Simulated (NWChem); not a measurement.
# One shape, several levels: GaBr (SMILES [Ga][Br])

Aim: a comparison of 6 runs (B3LYP/6-31G*, B3LYP/aug-cc-pVTZ, M06-2X/aug-cc-pVTZ, PBE/aug-cc-pVTZ, PBE0/aug-cc-pVTZ, r2SCAN/aug-cc-pVTZ) of GaBr. 

The calculation is run with NWChem 7.3.0.

### Step 1. The structure to begin with

The species is GaBr (2 atoms), meant as a singlet with charge 0. As SMILES, `[Ga][Br]`. Geometry: relaxed at PBE0-D4/def2-TZVP.

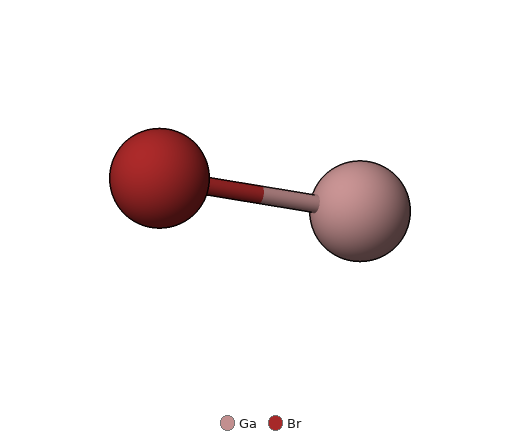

Viewed from a chosen angle; gallium pink, bromine red.

### Step 2. Energy and gradient at B3LYP/6-31G(d) (spherical functions) (run 1)

File mymol.xyz:

```xyz
2

Ga     0.000000     0.000000     0.013830
Br     0.000000     0.000000     2.388120
```

File mymol.nw:

```
start mymol
memory total 2200 mb

geometry noautosym nocenter noautoz
load mymol.xyz
end

basis spherical bse
* library 6-31G*
end

dft
xc b3lyp
mult 1
grid xfine
convergence energy 1e-08
maxiter 100
mulliken
end

task dft gradient
```

Command:

```console
$ nwchem mymol.nw > mymol.out
```

What it wrote:

```text
[...]
          Wavefunction type:  closed shell.
          No. of atoms     :     2
          No. of electrons :    66
[...]
          Charge           :     0
          Spin multiplicity:     1
[...]
          AO basis - number of functions:    64
[...]
              XC Information
              --------------
                         B3LYP Method XC Potential
                     Hartree-Fock (Exact) Exchange  0.200
                        Slater Exchange Functional  0.800 local
                    Becke 1988 Exchange Functional  0.720 non-local
              Lee-Yang-Parr Correlation Functional  0.810
                  VWN I RPA Correlation Functional  0.190 local
[...]
 d= 0,ls=0.0,diis     1  -4498.5320013039 -4.74D+03  2.10D-02  2.58D-01     1.7
[...]
 d= 0,ls=0.0,diis     8  -4498.5740275509  5.93D-09  5.69D-06  1.04D-07     8.9
         Total DFT energy =    -4498.574027550886
      One electron energy =    -6747.929005116318
           Coulomb energy =     2173.934883378302
    Exchange-Corr. energy =     -166.402646575233
 Nuclear repulsion energy =      241.822740762364
[...]
      Total Density - Mulliken Population Analysis
     ---------------------------------------------
    Atom       Charge   Shell Charges
 -----------   ------   -------------------------------------------------------
    1 Ga  31    30.77   2.00  2.00  6.00  2.00  5.99  1.78  0.65  0.22  0.06  6.80  2.94  0.33
    2 Br  35    35.23   2.00  2.00  6.00  2.00  5.99  1.64  3.82  0.30  1.47  6.95  2.92  0.15
[...]
  wavefunction    = closed shell
                         DFT ENERGY GRADIENTS
    atom               coordinates                        gradient
                 x          y          z           x          y          z
   1 Ga      0.000000   0.000000   0.026135    0.000000  -0.000000   0.006975
   2 Br      0.000000   0.000000   4.512892   -0.000000   0.000000  -0.006975
[...]
```

It took 16 s on 1 thread of Intel Xeon 6975P-C (Granite Rapids), shared host; peak memory 0.11 GiB.

### Step 3. Energy and gradient at B3LYP/aug-cc-pVTZ (run 2)

File nw.nw:

```
start nw
title "BrGa"
memory 2200 mb

geometry noautosym nocenter noautoz
   Ga       0.000000       0.000000       0.013830
   Br       0.000000       0.000000       2.388120
end

basis spherical bse
   Ga library aug-cc-pVTZ
   Br library aug-cc-pVTZ
end

dft
   xc b3lyp
   mult 1
   grid fine
   convergence energy 1e-08
   iterations 100
   mulliken
end

task dft gradient
```

Command:

```console
$ nwchem nw.nw > nw.out
```

What it wrote:

```text
[...]
          Wavefunction type:  closed shell.
          No. of atoms     :     2
          No. of electrons :    66
[...]
          Charge           :     0
          Spin multiplicity:     1
[...]
          AO basis - number of functions:   118
[...]
              XC Information
              --------------
                         B3LYP Method XC Potential
                     Hartree-Fock (Exact) Exchange  0.200
                        Slater Exchange Functional  0.800 local
                    Becke 1988 Exchange Functional  0.720 non-local
              Lee-Yang-Parr Correlation Functional  0.810
                  VWN I RPA Correlation Functional  0.190 local
[...]
 d= 0,ls=0.0,diis     1  -4499.1961572371 -4.74D+03  9.10D-03  5.52D-01    41.8
[...]
 d= 0,ls=0.0,diis     8  -4499.2423333847  2.45D-09  3.02D-06  2.50D-07   217.9
         Total DFT energy =    -4499.242333384748
      One electron energy =    -6749.395658419695
           Coulomb energy =     2174.768837047347
    Exchange-Corr. energy =     -166.438252774763
 Nuclear repulsion energy =      241.822740762364
[...]
      Total Density - Mulliken Population Analysis
     ---------------------------------------------
    Atom       Charge   Shell Charges
 -----------   ------   -------------------------------------------------------
    1 Ga  31    30.79   2.00  2.00  2.04  0.45  1.26  0.32  0.01  6.00  0.01  6.00  0.47  0.15  0.00  9.52  0.49  0.05 -0.00  0.02 -0.01
    2 Br  35    35.21   2.00  2.01  1.89  0.46  1.10  0.49 -0.01  6.00  5.82  1.27  2.80  1.35  0.03  9.64  0.36  0.01 -0.01  0.00 -0.00
[...]
  wavefunction    = closed shell
                         DFT ENERGY GRADIENTS
    atom               coordinates                        gradient
                 x          y          z           x          y          z
   1 Ga      0.000000   0.000000   0.026135    0.000000   0.000000   0.005098
   2 Br      0.000000   0.000000   4.512892   -0.000000  -0.000000  -0.005098
[...]
```

Run time: 7.5 min. Hardware: 1 thread of Intel Xeon 6975P-C (Granite Rapids), shared host; peak memory 0.14 GiB.

### Step 4. Energy and gradient at M06-2X/aug-cc-pVTZ (run 3)

File run.py:

```python
from ase import Atoms
from ase.calculators.nwchem import NWChem

atoms = Atoms(['Ga', 'Br'], positions=[
    [-0.000000, -0.000000, 0.013830],
    [0.000000, 0.000000, 2.388120],
])

calc = NWChem(
    label='input',
    theory='dft',
    memory='2200 mb',
    basis='aug-cc-pVTZ',
    basispar='spherical bse',
    dft={'xc': 'm06-2x', 'mult': '1', 'grid': 'fine', 'convergence': 'energy 1e-08', 'iterations': '100', 'mulliken': None},
)
atoms.calc = calc

forces = atoms.get_forces()
e = atoms.get_potential_energy()
print(f"E = {e:.6f} eV")
print("forces (eV/A):")
for s, f in zip(atoms.symbols, forces):
    print(f"{s:2s} {f[0]:10.5f} {f[1]:10.5f} {f[2]:10.5f}")
print("dipole (e A):", atoms.get_dipole_moment().round(4))
```

Command:

```console
$ export ASE_NWCHEM_COMMAND="nwchem PREFIX.nwi > PREFIX.nwo"
$ python run.py
```

What it wrote:

```text
E = -122429.329982 eV
forces (eV/A):
Ga   -0.00000   -0.00000   -0.22487
Br    0.00000    0.00000    0.22487
dipole (e A): [-0.     -0.     -0.5051]
```

The calculator wrote input.nwi:

```
title "input"

permanent_dir input

scratch_dir input

start input

geometry units angstrom nocenter noautosym noautoz
  Ga -0.0000000000000000e+00 -0.0000000000000000e+00 1.3830000000000000e-02
  Br 0.0000000000000000e+00 0.0000000000000000e+00 2.3881199999999998e+00
end

memory 2200 mb

basis spherical bse noprint
   * library aug-cc-pVTZ
end

dft
  xc m06-2x
  mult 1
  grid fine
  convergence energy 1e-08
  iterations 100
  mulliken
end

task dft gradient
```

input.nwo (excerpt; [...] marks lines left out):

```text
[...]
         Total DFT energy =    -4499.194927917540
[...]
  wavefunction    = closed shell
                         DFT ENERGY GRADIENTS
    atom               coordinates                        gradient
                 x          y          z           x          y          z
   1 Ga      0.000000   0.000000   0.026135    0.000000   0.000000   0.004373
   2 Br      0.000000   0.000000   4.512892   -0.000000  -0.000000  -0.004373
[...]
```

It took 7.8 min on 1 thread of Intel Xeon 6975P-C (Granite Rapids), shared host; peak memory 0.13 GiB.

Runs 4 to 5 aren't shown in full; the table further down has their settings and results.

### Step 5. Energy and gradient at r2SCAN/aug-cc-pVTZ (run 6)

File brga.nw:

```
start brga
title "BrGa gradient"
memory stack 880 mb heap 220 mb global 1100 mb
charge 0
geometry units au noautosym nocenter noautoz
   Ga   0.00000000   0.00000000   0.02613491
   Br   0.00000000   0.00000000   4.51289275
end
basis spherical bse
   * library aug-cc-pVTZ
end
dft
   xc r2scan
   mult 1
   grid fine
   convergence energy 1e-08
   maxiter 100
   mulliken
end
task dft gradient
```

Command:

```console
$ nwchem brga.nw > brga.out
```

What it wrote:

```text
[...]
          Wavefunction type:  closed shell.
          No. of atoms     :     2
          No. of electrons :    66
[...]
          Charge           :     0
          Spin multiplicity:     1
[...]
          AO basis - number of functions:   118
[...]
              XC Information
              --------------
                      r^2SCAN Method XC Functional
               r^2SCAN metaGGA Exchange Functional  1.000
                     r^2SCAN Correlation Potential  1.000
[...]
 d= 0,ls=0.0,diis     1  -4499.0811594942 -4.74D+03  1.04D-02  5.43D-01    42.9
[...]
 d= 0,ls=0.0,diis    11  -4499.1285232581 -1.78D-10  1.07D-07  2.15D-10   303.9
         Total DFT energy =    -4499.128523258110
      One electron energy =    -6749.586975730935
           Coulomb energy =     2174.973610407547
    Exchange-Corr. energy =     -166.337881311298
 Nuclear repulsion energy =      241.822723376575
[...]
      Total Density - Mulliken Population Analysis
     ---------------------------------------------
    Atom       Charge   Shell Charges
 -----------   ------   -------------------------------------------------------
    1 Ga  31    30.76   2.00  2.00  2.04  0.41  1.34  0.25  0.01  6.00  0.08  5.93  0.50  0.14  0.00  9.52  0.49  0.05 -0.00  0.02 -0.00
    2 Br  35    35.24   2.00  2.01  1.92  0.43  1.08  0.53 -0.00  6.00  5.83  1.24  2.85  1.33  0.02  9.64  0.36  0.02 -0.01  0.00 -0.00
[...]
  wavefunction    = closed shell
                         DFT ENERGY GRADIENTS
    atom               coordinates                        gradient
                 x          y          z           x          y          z
   1 Ga      0.000000   0.000000   0.026135   -0.000000  -0.000000  -0.001209
   2 Br      0.000000   0.000000   4.512893    0.000000   0.000000   0.001209
[...]
```

It took 9.3 min on 1 thread of Intel Xeon 6975P-C (Granite Rapids), shared host; peak memory 0.13 GiB.

### Step 6. The series

```
run                               level  integration grid   energy (Eh)  dipole moment (D)  HOMO energy (eV)  LUMO energy (eV)  wall time
  1  B3LYP/6-31G* (spherical functions)             xfine  -4498.574028               2.42             -7.20             -2.05       16 s
  2                   B3LYP/aug-cc-pVTZ              fine  -4499.242333               2.55             -7.20             -2.07    7.5 min
  3                  M06-2X/aug-cc-pVTZ              fine  -4499.194928               2.43             -8.15             -1.11    7.8 min
  4                     PBE/aug-cc-pVTZ              fine  -4498.481996               2.34             -6.40             -2.54    8.5 min
  5                    PBE0/aug-cc-pVTZ              fine  -4498.608136               2.49             -7.34             -1.84    7.4 min
  6                  r2SCAN/aug-cc-pVTZ              fine  -4499.128523               2.32             -6.65             -2.38    9.3 min
```

### Step 7. Results

```
                       quantity           value
            run 6: total energy  -4499.12852 Eh
           run 6: dipole moment          2.32 D
             run 6: HOMO energy        -6.65 eV
             run 6: LUMO energy        -2.38 eV
           run 6: HOMO–LUMO gap         4.27 eV
run 6: largest force on an atom      0.062 eV/Å
```

What this shows: The dipole moment (its size) runs from 2.32 D (r2SCAN/aug-cc-pVTZ) to 2.55 D (B3LYP/aug-cc-pVTZ). The HOMO–LUMO gap runs from 3.86 eV (PBE/aug-cc-pVTZ) to 7.04 eV (M06-2X/aug-cc-pVTZ). Totals of different functionals can't be ranked against each other. All runs together took 41 min, the longest 9.3 min.
